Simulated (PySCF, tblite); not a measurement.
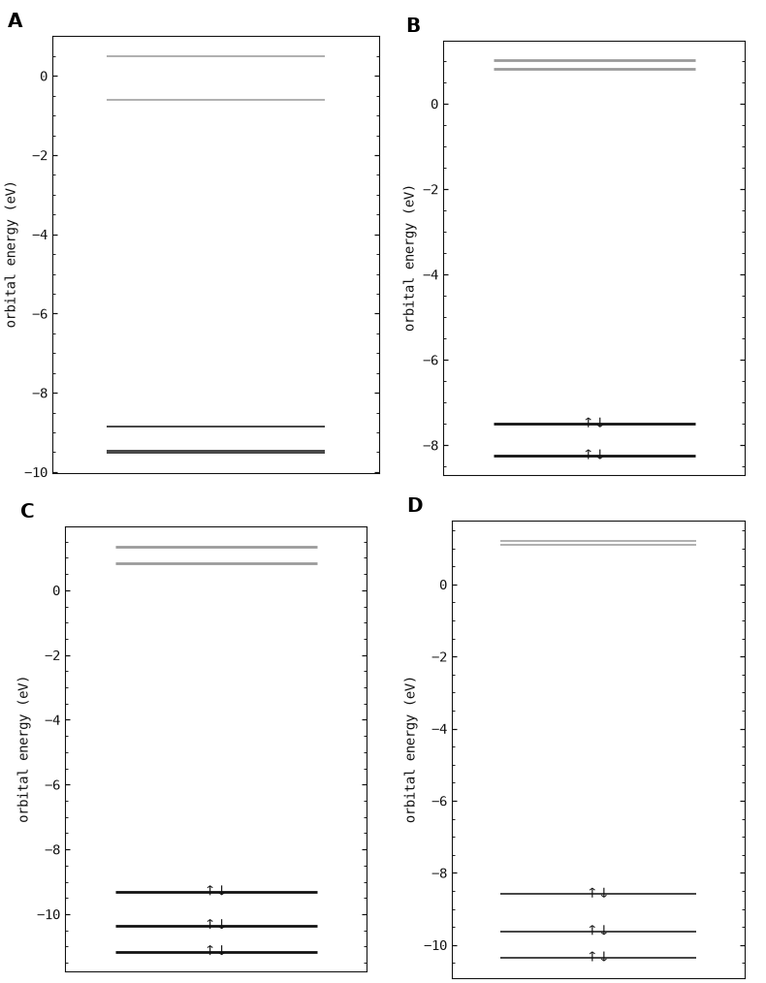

Kohn-Sham orbital energies near the frontier, CAM-B3LYP/def2-SVPD in PySCF, at a GFN2-xTB geometry (a minimum by its frequencies), isolated molecule; empty levels in grey, levels within 0.03 eV side by side.

Question: Assign the panels.
1. C₄H₅BrGeO, SMILES C#C[C@@H]1C[O][Ge@H]1[Br], singlet
2. C₂H₁₁NOSi₂, SMILES CCO[SiH2]N[SiH3]
3. C₃H₉AlN₂, SMILES C1C[NH][AlH][NH]C1, singlet
4. C₃H₈F₂OSi, SMILES CO[C@H](CF)[SiH2]F

Answer: A: 1 (HOMO −8.86 eV, LUMO −0.62 eV)
B: 3 (HOMO −7.50 eV, LUMO 0.82 eV)
C: 4 (HOMO −9.31 eV, LUMO 0.84 eV)
D: 2 (HOMO −8.59 eV, LUMO 1.08 eV)

Limits of at least one run: empty levels above zero depend strongly on the basis; one conformer of a flexible molecule; spin-orbit coupling is left out, and with Br it can shift these levels and split any degenerate set; the tight-binding geometry is rougher than a DFT one and adds to the error.
